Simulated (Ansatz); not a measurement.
## WH6ClO: geometry relaxation (part 1 of 2)

The run: geometry relaxation of WH6ClO, multiplicity 2. Method and program: UKS PBE0/def2-SVP (Ansatz 0.2.0).

The input holds or restrains some coordinates. It belongs to a series of runs on one base structure; here: pulled along the bonds that form and break, towards end A. Figures and captions count atoms from 1; the log counts them from 0 in places.

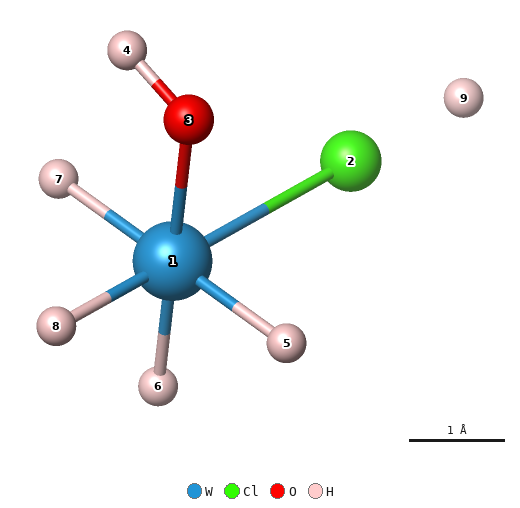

Figure 1. The structure as given in the input (ball-and-stick view, seen at a tilt; atoms are numbered from 1 in the order of the input). Sticks mark near contacts. Bond lengths as drawn: Cl–W 2.64 Å, H–O 1.01 Å, H–W 1.72 Å and O–W 1.94 Å.

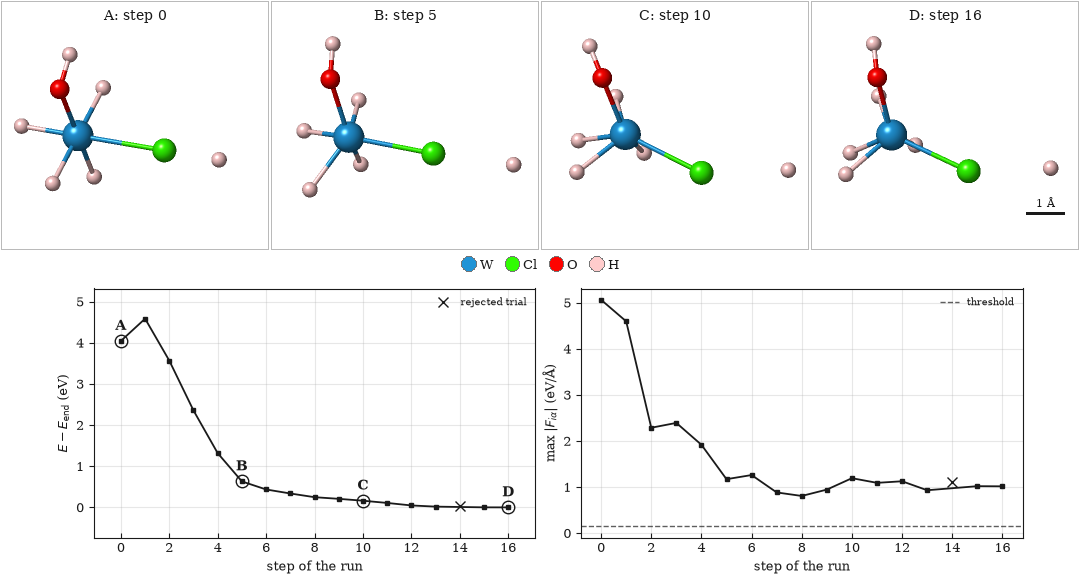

Figure 2. Frames of the restrained relaxation (ball-and-stick view, seen at a tilt) above the curves, on which the letters mark them (the first geometry is step 0 here and step 1 in the log).

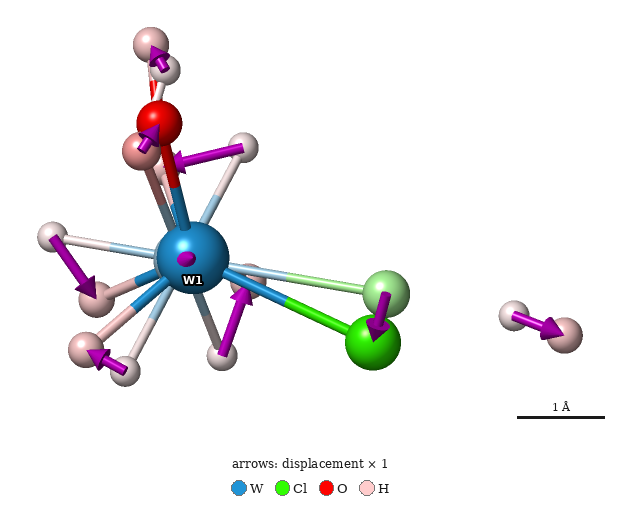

Figure 3. Start (faint) and end (solid) with the displacements as pink arrows, at true length (ball-and-stick view, seen at a tilt). The two geometries are laid on each other by the best rigid fit. H7 moves most after the best rigid fit: 0.96 Å. By element the largest moves are H 0.96 Å, Cl 0.65 Å, O 0.39 Å, W 0.36 Å. Among the contacts that change: W1–Cl2 2.640 → 2.359 Å, W1–O3 1.940 → 1.865 Å, W1–H7 1.720 → 1.660 Å, W1–H6 1.720 → 1.671 Å. Among the angles that change: H5–W1–H7 180.0° → 116.1°, Cl2–W1–H8 180.0° → 128.7°, O3–W1–H6 180.0° → 133.3°. Over 16 geometry steps the energy falls by 4.045 eV. The largest force component goes from 5.1 to 1 eV/Å. The line search rejected the trial step at point 14 (counted from 0) and went back. (Atoms are counted from 1 in the order of the input.)

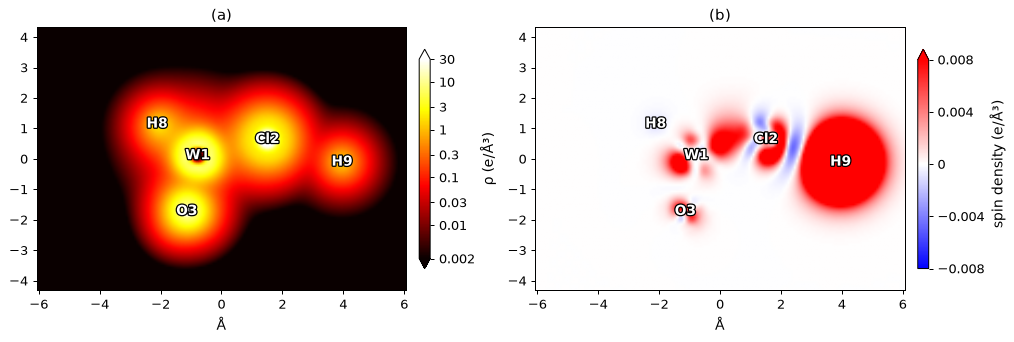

Figure 4. (a) total electron density; (b) spin density on the plane of atoms Cl2, W1 and H8. Atoms in the plane: W, Cl, O and H. W–Cl (2.36 Å): ρ at the midpoint is about 0.59 e/Å³. The unpaired spin (1 electron) lies mostly on H9 (about 0.9), in electrons by Hirshfeld's partition.

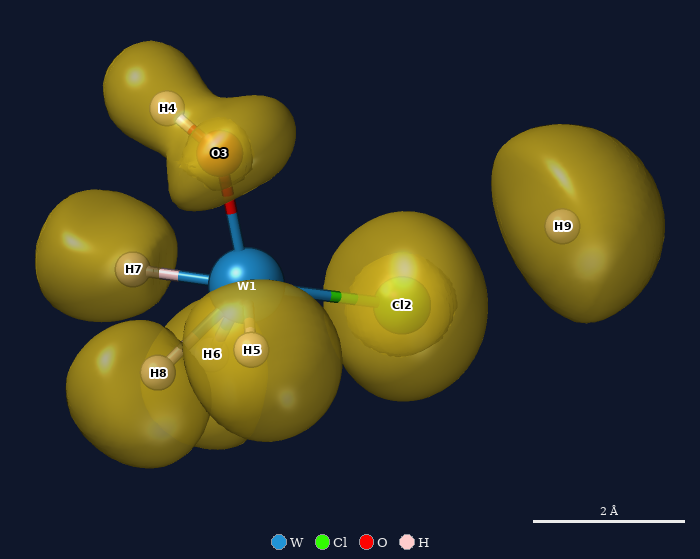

Figure 5. Isosurface of the ELF at 0.75 (yellow), seen at a tilt. Only the valence region is drawn (cores and ρ < 0.01 e/Å³ removed). Values along the shortest contacts: W–O (1.87 Å): the ELF peaks at about 0.85 in the valence shell of O, 0.6 Å from its nucleus, and drops to about 0.30 between the two atoms.

These pictures come from the run below.

Input:
```yaml
crystal:
  periodic: [false, false, false]
  atoms:
    - { symbol: W, position_ang: [0.0, 0.0, 0.0] }
    - { symbol: Cl, position_ang: [0.0, 0.0, 2.64] }
    - { symbol: O, position_ang: [1.94, 0.0, 0.0] }
    - { symbol: H, position_ang: [2.2771, -0.9519, -0.0197] }
    - { symbol: H, position_ang: [0.0, 1.72, 0.0] }
    - { symbol: H, position_ang: [-1.72, 0.0, 0.0] }
    - { symbol: H, position_ang: [0.0, -1.72, 0.0] }
    - { symbol: H, position_ang: [0.0, 0.0, -1.72] }
    - { symbol: H, position_ang: [0.0, 0.0, 4.31] }
magnetization:
  spin_polarized: true
  initial_magnetization: 1
basis:
  gaussian: { orbitals: def2-SVP }
hamiltonian:
  xc: pbe0
relax:
  f_tol: 0.15
  max_steps: 25
  restrain:
    - { distance: [1, 8], at: 2.57, k: 30.0 }
    - { distance: [0, 1], at: 2.39, k: 30.0 }
output:
  orbitals: {}
```

Run as:
```bash
ansatz run input.yaml --threads 4 --pin off --max-ram 5120MiB --backend cpu --events-out ev --progress --plain --runs-dir out
```

Log:
```
The last accepted step is kept in [file] (removed where the run ends without a failure and the disk answers)
Engine: ansatz 0.2.0, aarch64-unknown-linux-gnu
Functional definition: PBE0
  parameter a = 0.25
  parameter kappa = 0.804
  parameter beta = 0.06672455060314922
  exchange = (1 - a)*pbe_x(kappa = kappa, mu = beta*pi^2/3) + a*exact_x
  correlation = pbe_c(beta = beta)
995 factors; integrals over basis functions are off by at most 5.1e-4 eV
mean field evaluation 1: about -16469.3984 eV, gradient 3.4e1 eV
mean field evaluation 2: about -16373.5206 eV, gradient 1.3e2 eV
mean field evaluation 4: about -16474.4016 eV, gradient 6.3e0 eV
mean field evaluation 8: about -16474.6451 eV, gradient 7.2e-1 eV
mean field evaluation 16: about -16474.6552 eV, gradient 4.3e-2 eV
mean field evaluation 32: about -16474.6556 eV, gradient 5.9e-5 eV
mean field -16474.65563506 eV, -605.4324276656 hartree, gradient 1.1e-5 eV, S^2 0.819456; 6 other end points of the search recorded, 0 dependent functions left out
the calculation of the forces begins
reference -16474.65568526 eV, -605.4324295107 hartree; 23, 22 occupied and 71, 72 virtual orbitals, 995 factors
relax step   1: F+E_penalty+E_count = -16474.65563506 eV  Δ(F+E_penalty+E_count) = +0.000e0 eV  max|allowed force component| = 5.063e0 eV/Å  E_restraint = 13.08750000 eV  max|allowed force component, restraints' pulls added| = 2.944e1 eV/Å  Δτ_max = 0.0000 Å  (106 SCF iters, accepted)
  distance Cl 1 - H 8 = 1.6700 Å
  distance W 0 - Cl 1 = 2.6400 Å
these checks for a lower state are left out or cut short: starts, cluster_reference, orbital_swaps, neighbouring_geometries, increment
995 factors; integrals over basis functions are off by at most 6.8e-4 eV
mean field evaluation 64: about -16474.1148 eV, gradient 4.6e-3 eV
mean field -16474.11481693 eV, -605.4125529659 hartree, gradient 8.3e-6 eV, S^2 0.992143; 0 other end points of the search recorded, 0 dependent functions left out
[... from here on the field's lines of each further geometry are left out, up to the last ...]
relax step   2: F+E_penalty+E_count = -16474.11481693 eV  Δ(F+E_penalty+E_count) = +5.408e-1 eV  max|allowed force component| = 4.596e0 eV/Å  E_restraint = 4.13919823 eV  max|allowed force component, restraints' pulls added| = 1.931e1 eV/Å  Δτ_max = 0.1941 Å  (122 SCF iters, accepted)
relax step   3: F+E_penalty+E_count = -16475.13417960 eV  Δ(F+E_penalty+E_count) = -1.019e0 eV  max|allowed force component| = 2.288e0 eV/Å  E_restraint = 0.80332116 eV  max|allowed force component, restraints' pulls added| = 5.222e0 eV/Å  Δτ_max = 0.1948 Å  (88 SCF iters, accepted)
relax step   4: F+E_penalty+E_count = -16476.34576844 eV  Δ(F+E_penalty+E_count) = -1.212e0 eV  max|allowed force component| = 2.393e0 eV/Å  E_restraint = 0.14689224 eV  max|allowed force component, restraints' pulls added| = 1.605e0 eV/Å  Δτ_max = 0.1945 Å  (52 SCF iters, accepted)
relax step   5: F+E_penalty+E_count = -16477.38317982 eV  Δ(F+E_penalty+E_count) = -1.037e0 eV  max|allowed force component| = 1.918e0 eV/Å  E_restraint = 0.04070323 eV  max|allowed force component, restraints' pulls added| = 1.531e0 eV/Å  Δτ_max = 0.1950 Å  (48 SCF iters, accepted)
relax step   6: F+E_penalty+E_count = -16478.06976109 eV  Δ(F+E_penalty+E_count) = -6.866e-1 eV  max|allowed force component| = 1.171e0 eV/Å  E_restraint = 0.02736751 eV  max|allowed force component, restraints' pulls added| = 7.986e-1 eV/Å  Δτ_max = 0.1950 Å  (44 SCF iters, accepted)
relax step   7: F+E_penalty+E_count = -16478.26533370 eV  Δ(F+E_penalty+E_count) = -1.956e-1 eV  max|allowed force component| = 1.261e0 eV/Å  E_restraint = 0.01749116 eV  max|allowed force component, restraints' pulls added| = 1.261e0 eV/Å  Δτ_max = 0.1974 Å  (38 SCF iters, accepted)
relax step   8: F+E_penalty+E_count = -16478.36314101 eV  Δ(F+E_penalty+E_count) = -9.781e-2 eV  max|allowed force component| = 8.840e-1 eV/Å  E_restraint = 0.01415689 eV  max|allowed force component, restraints' pulls added| = 4.024e-1 eV/Å  Δτ_max = 0.1997 Å  (42 SCF iters, accepted)
relax step   9: F+E_penalty+E_count = -16478.45289443 eV  Δ(F+E_penalty+E_count) = -8.975e-2 eV  max|allowed force component| = 8.075e-1 eV/Å  E_restraint = 0.01393254 eV  max|allowed force component, restraints' pulls added| = 4.248e-1 eV/Å  Δτ_max = 0.2000 Å  (37 SCF iters, accepted)
relax step  10: F+E_penalty+E_count = -16478.49298435 eV  Δ(F+E_penalty+E_count) = -4.009e-2 eV  max|allowed force component| = 9.456e-1 eV/Å  E_restraint = 0.00882190 eV  max|allowed force component, restraints' pulls added| = 3.328e-1 eV/Å  Δτ_max = 0.1236 Å  (35 SCF iters, accepted)
relax step  11: F+E_penalty+E_count = -16478.53858955 eV  Δ(F+E_penalty+E_count) = -4.561e-2 eV  max|allowed force component| = 1.193e0 eV/Å  E_restraint = 0.00641838 eV  max|allowed force component, restraints' pulls added| = 4.816e-1 eV/Å  Δτ_max = 0.1938 Å  (37 SCF iters, accepted)
relax step  12: F+E_penalty+E_count = -16478.59293507 eV  Δ(F+E_penalty+E_count) = -5.435e-2 eV  max|allowed force component| = 1.092e0 eV/Å  E_restraint = 0.00763510 eV  max|allowed force component, restraints' pulls added| = 6.080e-1 eV/Å  Δτ_max = 0.1523 Å  (37 SCF iters, accepted)
relax step  13: F+E_penalty+E_count = -16478.65352594 eV  Δ(F+E_penalty+E_count) = -6.059e-2 eV  max|allowed force component| = 1.126e0 eV/Å  E_restraint = 0.00686080 eV  max|allowed force component, restraints' pulls added| = 4.699e-1 eV/Å  Δτ_max = 0.2000 Å  (37 SCF iters, accepted)
relax step  14: F+E_penalty+E_count = -16478.68229435 eV  Δ(F+E_penalty+E_count) = -2.877e-2 eV  max|allowed force component| = 9.316e-1 eV/Å  E_restraint = 0.02133211 eV  max|allowed force component, restraints' pulls added| = 3.962e-1 eV/Å  Δτ_max = 0.1245 Å  (36 SCF iters, accepted)
relax step  15: F+E_penalty+E_count = -16478.67301854 eV  Δ(F+E_penalty+E_count) = +9.276e-3 eV  max|allowed force component| = 1.112e0 eV/Å  E_restraint = 0.01576691 eV  max|allowed force component, restraints' pulls added| = 6.749e-1 eV/Å  Δτ_max = 0.1770 Å  (35 SCF iters, rejected (line search))
relax step  16: F+E_penalty+E_count = -16478.69989590 eV  Δ(F+E_penalty+E_count) = -1.760e-2 eV  max|allowed force component| = 1.020e0 eV/Å  E_restraint = 0.01631283 eV  max|allowed force component, restraints' pulls added| = 2.128e-1 eV/Å  Δτ_max = 0.0843 Å  (36 SCF iters, accepted)
the calculation of the forces begins
reference -16478.70097809 eV, -605.5810912802 hartree; 23, 22 occupied and 71, 72 virtual orbitals, 995 factors
```
